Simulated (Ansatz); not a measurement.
Geometry relaxation, with input and output: AlN$_{2}$H$_{4}$F

System: AlN$_{2}$H$_{4}$F.
Method: RHF/def2-SVP (Ansatz 0.2.0).

It belongs to a series of runs on one base structure; here: start relaxed.

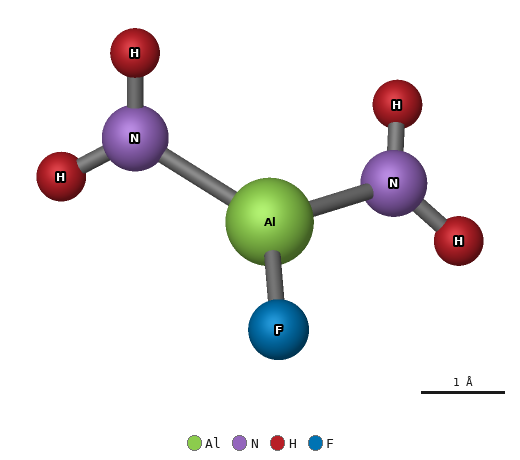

The input geometry (ball-and-stick view, seen at a tilt). Sticks mark near contacts.

Key numbers:

- outcome: converged
- total energy: −12313.1706 eV
- mean-field energy: −12313.1706 eV
- largest force (length of the vector) at the end: 0.007 eV/Å
- hardware: 1 thread of Intel Xeon @ 2.50GHz (Skylake/Cascade Lake), 32 GiB of memory available, shared host
- wall time: 13 s
- peak memory: 0.16 GiB

Input:
```yaml
crystal:
  periodic: [false, false, false]
  atoms:
    - { symbol: Al, position_ang: [0.0, 0.0, 0.0] }
    - { symbol: "N", position_ang: [0.0, 0.0, 1.92] }
    - { symbol: H, position_ang: [-0.877, -0.2713, 2.45] }
    - { symbol: H, position_ang: [0.877, 0.2713, 2.45] }
    - { symbol: F, position_ang: [1.4635, 0.0, -0.845] }
    - { symbol: "N", position_ang: [-1.6627, 0.0, -0.96] }
    - { symbol: H, position_ang: [-2.3316, -0.8164, -0.8614] }
    - { symbol: H, position_ang: [-1.9118, 0.8164, -1.5886] }
basis:
  gaussian: { orbitals: def2-SVP }
hamiltonian:
  xc: hf
relax:
  f_tol: 0.02
  max_steps: 40
```

Launch command:
```bash
ansatz run input.yaml --threads 1 --pin off --max-ram 2048MiB --backend cpu --events-out ev --progress --plain --runs-dir out
```

What the program printed:
```
The last accepted step is kept in [file] (removed where the run ends without a failure and the disk answers)
Engine: ansatz 0.2.0, x86_64-unknown-linux-gnu
Functional definition: HF
  exchange = exact_x
  correlation = 0
841 factors; integrals over basis functions are off by at most 4.5e-4 eV
mean field evaluation 1: about -12307.4636 eV, gradient 4.7e1 eV
mean field evaluation 2: about -12307.4988 eV, gradient 4.7e1 eV
mean field evaluation 4: about -12311.8599 eV, gradient 2.3e0 eV
mean field evaluation 8: about -12311.8920 eV, gradient 1.7e-1 eV
mean field -12311.89211455 eV, -452.4536899096 hartree, gradient 1.7e-5 eV, S^2 0.000000; 0 other end points of the search recorded, 0 dependent functions left out
the calculation of the forces begins
reference -12311.89211455 eV, -452.4536899096 hartree; 20, 20 occupied and 60, 60 virtual orbitals, 841 factors
relax step   1: F+E_penalty+E_count = -12311.89211455 eV  Δ(F+E_penalty+E_count) = +0.000e0 eV  max|allowed force component| = 2.453e0 eV/Å  Δτ_max = 0.0000 Å  (34 SCF iters, accepted)
these checks for a lower state are left out or cut short: starts, cluster_reference, orbital_swaps, neighbouring_geometries, increment
841 factors; integrals over basis functions are off by at most 3.8e-4 eV
mean field evaluation 16: about -12312.8645 eV, gradient 1.6e-3 eV
mean field -12312.86453652 eV, -452.4894257579 hartree, gradient 5.8e-5 eV, S^2 0.000000; 0 other end points of the search recorded, 0 dependent functions left out
the calculation of the forces begins
reference -12312.86453652 eV, -452.4894257579 hartree; 20, 20 occupied and 60, 60 virtual orbitals, 841 factors
relax step   2: F+E_penalty+E_count = -12312.86453652 eV  Δ(F+E_penalty+E_count) = -9.724e-1 eV  max|allowed force component| = 1.065e0 eV/Å  Δτ_max = 0.1928 Å  (32 SCF iters, accepted)
these checks for a lower state are left out or cut short: starts, cluster_reference, orbital_swaps, neighbouring_geometries, increment
841 factors; integrals over basis functions are off by at most 3.2e-4 eV
mean field -12313.03408085 eV, -452.4956563971 hartree, gradient 5.5e-5 eV, S^2 0.000000; 0 other end points of the search recorded, 0 dependent functions left out
the calculation of the forces begins
reference -12313.03408085 eV, -452.4956563971 hartree; 20, 20 occupied and 60, 60 virtual orbitals, 841 factors
relax step   3: F+E_penalty+E_count = -12313.03408085 eV  Δ(F+E_penalty+E_count) = -1.695e-1 eV  max|allowed force component| = 7.355e-1 eV/Å  Δτ_max = 0.1856 Å  (31 SCF iters, accepted)
these checks for a lower state are left out or cut short: starts, cluster_reference, orbital_swaps, neighbouring_geometries, increment
841 factors; integrals over basis functions are off by at most 3.3e-4 eV
mean field evaluation 32: about -12313.1262 eV, gradient 2.4e-5 eV
mean field -12313.12620603 eV, -452.4990419349 hartree, gradient 5.0e-5 eV, S^2 0.000000; 0 other end points of the search recorded, 0 dependent functions left out
the calculation of the forces begins
reference -12313.12620603 eV, -452.4990419349 hartree; 20, 20 occupied and 60, 60 virtual orbitals, 841 factors
relax step   4: F+E_penalty+E_count = -12313.12620603 eV  Δ(F+E_penalty+E_count) = -9.213e-2 eV  max|allowed force component| = 3.808e-1 eV/Å  Δτ_max = 0.2000 Å  (31 SCF iters, accepted)
these checks for a lower state are left out or cut short: starts, cluster_reference, orbital_swaps, neighbouring_geometries, increment
841 factors; integrals over basis functions are off by at most 3.3e-4 eV
mean field -12313.16525607 eV, -452.5004769973 hartree, gradient 5.1e-5 eV, S^2 0.000000; 0 other end points of the search recorded, 0 dependent functions left out
the calculation of the forces begins
reference -12313.16525607 eV, -452.5004769973 hartree; 20, 20 occupied and 60, 60 virtual orbitals, 841 factors
relax step   5: F+E_penalty+E_count = -12313.16525607 eV  Δ(F+E_penalty+E_count) = -3.905e-2 eV  max|allowed force component| = 5.439e-2 eV/Å  Δτ_max = 0.2000 Å  (30 SCF iters, accepted)
these checks for a lower state are left out or cut short: starts, cluster_reference, orbital_swaps, neighbouring_geometries, increment
841 factors; integrals over basis functions are off by at most 3.2e-4 eV
mean field -12313.17022394 eV, -452.5006595634 hartree, gradient 5.2e-5 eV, S^2 0.000000; 0 other end points of the search recorded, 0 dependent functions left out
the calculation of the forces begins
reference -12313.17022394 eV, -452.5006595634 hartree; 20, 20 occupied and 60, 60 virtual orbitals, 841 factors
relax step   6: F+E_penalty+E_count = -12313.17022394 eV  Δ(F+E_penalty+E_count) = -4.968e-3 eV  max|allowed force component| = 6.080e-2 eV/Å  Δτ_max = 0.1206 Å  (30 SCF iters, accepted)
these checks for a lower state are left out or cut short: starts, cluster_reference, orbital_swaps, neighbouring_geometries, increment
841 factors; integrals over basis functions are off by at most 3.2e-4 eV
mean field -12313.17020620 eV, -452.5006589112 hartree, gradient 5.1e-5 eV, S^2 0.000000; 0 other end points of the search recorded, 0 dependent functions left out
the calculation of the forces begins
reference -12313.17020620 eV, -452.5006589112 hartree; 20, 20 occupied and 60, 60 virtual orbitals, 841 factors
relax step   7: F+E_penalty+E_count = -12313.17020620 eV  Δ(F+E_penalty+E_count) = +1.775e-5 eV  max|allowed force component| = 6.167e-2 eV/Å  Δτ_max = 0.0334 Å  (33 SCF iters, rejected (line search))
these checks for a lower state are left out or cut short: starts, cluster_reference, orbital_swaps, neighbouring_geometries, increment
841 factors; integrals over basis functions are off by at most 3.2e-4 eV
mean field -12313.17056503 eV, -452.5006720981 hartree, gradient 1.7e-5 eV, S^2 0.000000; 0 other end points of the search recorded, 0 dependent functions left out
the calculation of the forces begins
reference -12313.17056503 eV, -452.5006720981 hartree; 20, 20 occupied and 60, 60 virtual orbitals, 841 factors
relax step   8: F+E_penalty+E_count = -12313.17056503 eV  Δ(F+E_penalty+E_count) = -3.411e-4 eV  max|allowed force component| = 6.932e-3 eV/Å  Δτ_max = 0.0167 Å  (25 SCF iters, accepted)
841 factors; integrals over basis functions are off by at most 3.2e-4 eV
mean field evaluation 64: about -12308.6922 eV, gradient 4.8e1 eV
```

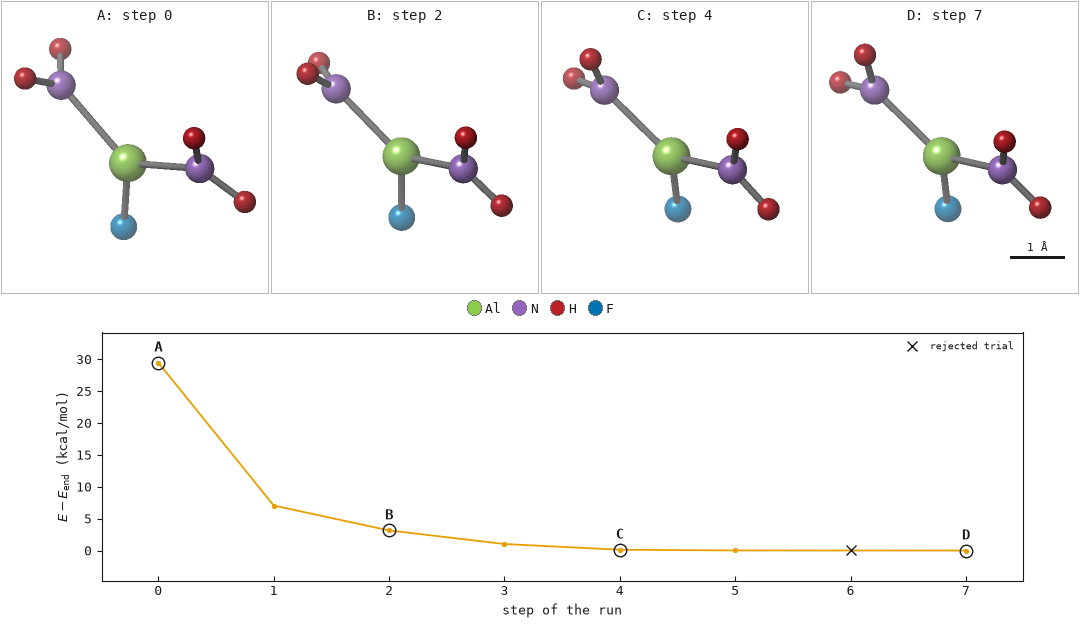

Frames of the relaxation (ball-and-stick view, seen at a tilt) above the curves, on which the letters mark them (the first geometry is step 0 here and step 1 in the log).

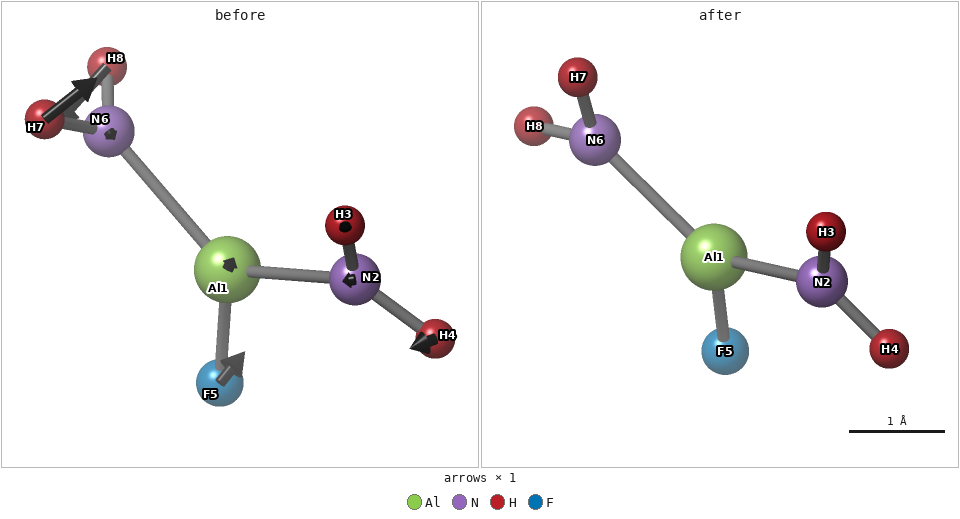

Before (left) and after (right) the relaxation, at one scale (ball-and-stick view, seen at a tilt). The black arrows give the displacements, at true length. The largest move after the best rigid fit is that of H8, 0.84 Å. By element the largest moves are H 0.84 Å, F 0.44 Å, Al 0.15 Å, N 0.14 Å. Distances before and after: Al1–N2 1.920 → 1.760 Å, N2–H3 1.060 → 1.001 Å, Al1–F5 1.690 → 1.655 Å. Among the angles that change: H3–N2–H4 120.0° → 109.8°, Al1–N2–H3 120.0° → 126.1°, N2–Al1–N6 120.0° → 124.4°. Over 7 geometry steps the energy falls by 29.5 kcal/mol. Largest force component: 2.5 eV/Å at the start, 0.0069 eV/Å at the end. The line search rejected the trial step at point 6 (counted from 0) and went back. (Atoms are counted from 1 in the order of the input.)

```
mean field -12313.17056503 eV, -452.5006720981 hartree, gradient 1.7e-5 eV, S^2 0.000000; 1 other end points of the search recorded, 0 dependent functions left out
the calculation of the forces begins
reference -12313.17056503 eV, -452.5006720981 hartree; 20, 20 occupied and 60, 60 virtual orbitals, 841 factors
Total energy: -12313.17056503 eV, -452.5006720981 hartree
Atom 0 at    -0.097379     0.106122     0.058495 Å, force     0.000802     0.000031     0.000169 eV/Å
Atom 1 at    -0.016315    -0.090724     1.805099 Å, force     0.002507    -0.000149    -0.004466 eV/Å
Atom 2 at    -0.787767    -0.284832     2.412924 Å, force    -0.002311    -0.001744     0.001998 eV/Å
Atom 3 at     0.828011    -0.023257     2.339981 Å, force    -0.000203     0.001904     0.000702 eV/Å
Atom 4 at     1.311039     0.431877    -0.747210 Å, force    -0.002233    -0.001191     0.000743 eV/Å
Atom 5 at    -1.574489    -0.020200    -0.889196 Å, force     0.006932     0.002468    -0.000396 eV/Å
Atom 6 at    -2.489294    -0.213811    -0.531632 Å, force    -0.004895    -0.000882     0.001015 eV/Å
Atom 7 at    -1.616408     0.094825    -1.883461 Å, force    -0.000599    -0.000438     0.000236 eV/Å
Dipole moment:    -0.460704    -0.106705     0.263490 e Å
```

Trajectory as extended XYZ (Å, eV, eV/Å), 8 frames, from step=1 to step=8:
```
8
Properties=species:S:1:pos:R:3:forces:R:3 step=1 energy=-12311.89212
Al    0.0000    0.0000    0.0000   -1.7336  -0.0627   1.0942
N     0.0000    0.0000    1.9200    0.2526  -0.0005  -1.7450
H    -0.8770   -0.2713    2.4500    2.4438   0.8830  -0.7707
H     0.8770    0.2713    2.4500   -2.4534  -0.9039  -0.6944
F     1.4635    0.0000   -0.8450   -1.0185   0.1473   0.7449
N    -1.6627    0.0000   -0.9600    1.2853  -0.0460   0.7283
H    -2.3316   -0.8164   -0.8614    1.1707   2.3791  -0.6612
H    -1.9118    0.8164   -1.5886    0.0532  -2.3963   1.3039
8
Properties=species:S:1:pos:R:3:forces:R:3 step=2 energy=-12312.86454
Al   -0.0642    0.0034    0.0367   -0.4761   0.1807   0.2977
N    -0.0025   -0.0137    1.8452    0.0572  -0.0882  -0.7881
H    -0.8450   -0.1328    2.4089    1.0002   0.2075  -0.2313
H     0.8606    0.0910    2.3836   -1.0647  -0.2210  -0.2924
F     1.3978    0.1308   -0.7733   -0.5964   0.0170   0.3745
N    -1.6256   -0.0116   -0.8999    0.8849   0.1899   0.3178
H    -2.3179   -0.7447   -0.8160    0.1620   0.6028  -0.2120
H    -1.8457    0.6776   -1.6201    0.0328  -0.8887   0.5339
8
Properties=species:S:1:pos:R:3:forces:R:3 step=3 energy=-12313.03408
Al   -0.0948    0.0987    0.0520    0.4836  -0.3365  -0.2497
N    -0.0146   -0.0406    1.7913   -0.0562   0.0462   0.0640
H    -0.8169   -0.1652    2.3722   -0.0644   0.0525   0.2040
H     0.8160    0.0344    2.3403    0.0905  -0.0843   0.1169
F     1.3650    0.1823   -0.7399   -0.2039   0.2456   0.0680
N    -1.5894    0.0002   -0.8625   -0.3302   0.4167  -0.7355
H    -2.3382   -0.6441   -0.6776    0.0232   0.2679  -0.0596
H    -1.7697    0.5344   -1.7107    0.0574  -0.6081   0.5918
8
Properties=species:S:1:pos:R:3:forces:R:3 step=4 energy=-12313.12621
Al   -0.0948    0.0873    0.0520    0.0875  -0.1269   0.0382
N    -0.0154   -0.0662    1.8029    0.0103   0.0102  -0.0333
H    -0.7979   -0.1743    2.4155   -0.0841   0.0097   0.0405
H     0.8272   -0.0193    2.3412    0.0555  -0.0363  -0.0132
F     1.3425    0.3072   -0.7427   -0.0826   0.1124   0.0050
N    -1.5826   -0.0181   -0.8841   -0.1711   0.1235  -0.3808
H    -2.4258   -0.4925   -0.6119    0.1317   0.1829  -0.0087
H    -1.6958    0.3761   -1.8079    0.0528  -0.2756   0.3523
8
Properties=species:S:1:pos:R:3:forces:R:3 step=5 energy=-12313.16526
Al   -0.0983    0.0978    0.0585   -0.0030   0.0071  -0.0142
N    -0.0169   -0.0866    1.8064   -0.0094  -0.0053   0.0101
H    -0.7967   -0.1947    2.4255    0.0110  -0.0174  -0.0102
H     0.8350   -0.0715    2.3337   -0.0099   0.0048  -0.0051
F     1.3131    0.4131   -0.7457    0.0068   0.0125  -0.0040
N    -1.5746   -0.0240   -0.8924   -0.0320  -0.0077   0.0135
H    -2.4668   -0.3289   -0.5520    0.0367   0.0544  -0.0334
H    -1.6373    0.1948   -1.8689   -0.0001  -0.0483   0.0433
8
Properties=species:S:1:pos:R:3:forces:R:3 step=6 energy=-12313.17022
Al   -0.0974    0.1068    0.0578   -0.0124   0.0165   0.0208
N    -0.0171   -0.0874    1.8052    0.0159  -0.0104  -0.0319
H    -0.7892   -0.2742    2.4141   -0.0095  -0.0069   0.0113
H     0.8308   -0.0393    2.3363   -0.0035   0.0126   0.0084
F     1.3116    0.4409   -0.7440   -0.0129  -0.0156  -0.0049
N    -1.5755   -0.0231   -0.8888    0.0608   0.0152  -0.0359
H    -2.4906   -0.2124   -0.5316   -0.0297  -0.0112   0.0111
H    -1.6152    0.0886   -1.8840   -0.0088  -0.0004   0.0211
8
Properties=species:S:1:pos:R:3:forces:R:3 step=7 energy=-12313.17021 accepted=F
Al   -0.0977    0.1079    0.0596    0.0132  -0.0318  -0.0364
N    -0.0160   -0.0912    1.8052   -0.0141   0.0054   0.0368
H    -0.7858   -0.2973    2.4120    0.0108   0.0092  -0.0126
H     0.8251   -0.0071    2.3431   -0.0007  -0.0078  -0.0085
F     1.3116    0.4197   -0.7498    0.0043   0.0205   0.0078
N    -1.5734   -0.0175   -0.8901   -0.0617  -0.0083   0.0448
H    -2.4875   -0.2180   -0.5318    0.0366   0.0151  -0.0146
H    -1.6190    0.1035   -1.8831    0.0116  -0.0024  -0.0173
8
Properties=species:S:1:pos:R:3:forces:R:3 step=8 energy=-12313.17057
Al   -0.0974    0.1061    0.0585    0.0008   0.0000   0.0002
N    -0.0163   -0.0907    1.8051    0.0025  -0.0001  -0.0045
H    -0.7878   -0.2848    2.4129   -0.0023  -0.0017   0.0020
H     0.8280   -0.0233    2.3400   -0.0002   0.0019   0.0007
F     1.3110    0.4319   -0.7472   -0.0022  -0.0012   0.0007
N    -1.5745   -0.0202   -0.8892    0.0069   0.0025  -0.0004
H    -2.4893   -0.2138   -0.5316   -0.0049  -0.0009   0.0010
H    -1.6164    0.0948   -1.8835   -0.0006  -0.0004   0.0002
```
